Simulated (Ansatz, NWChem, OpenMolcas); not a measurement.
# Predicting a hybrid from its neighbours: C3H3NS

C3H3NS has 8 atoms, charge 0, and is taken as a singlet. As SMILES, `c1cscn1`. The coordinates come from a PBE0-D4/def2-TZVP relaxation.

The dipole moment y, in D, basis 6-31G(d); a is the functional's share of exact exchange. Programs: Ansatz 0.2.0, NWChem 7.3.0, OpenMolcas 26.06.

| functional | program | a | y (D) |
| --- | --- | --- | --- |
| revPBE | NWChem | 0 | 1.38 |
| TPSS | NWChem | 0 | 1.39 |
| B3LYP | Ansatz | 0.2 | 1.47 |
| PBE0 | OpenMolcas | 0.25 | ? |
| BHLYP | NWChem | 0.5 | 1.54 |

Task: Fit y = c + s·a to the known rows and predict PBE0.

Result: 
1. Means of the 4 rows: a = 0.1750, y = 1.445.
2. Σ(Δa)² = 0.1675, Σ(Δa·Δy) = 0.0525, so the slope is 0.0525/0.1675 = 0.31343.
3. Intercept: 1.445 − (0.31343) × 0.1750 = 1.390. The largest residual of the fit is 0.017.
4. PBE0: 1.390 + (0.31343) × 0.25 = 1.47 D.

The run gave 1.49 D, so the prediction is off by -0.02 D, about the scatter of the fit. More exact exchange makes the molecule more polar here.

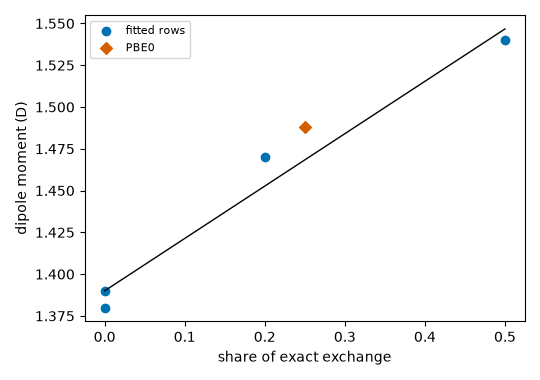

The fitted line, with the withheld row.
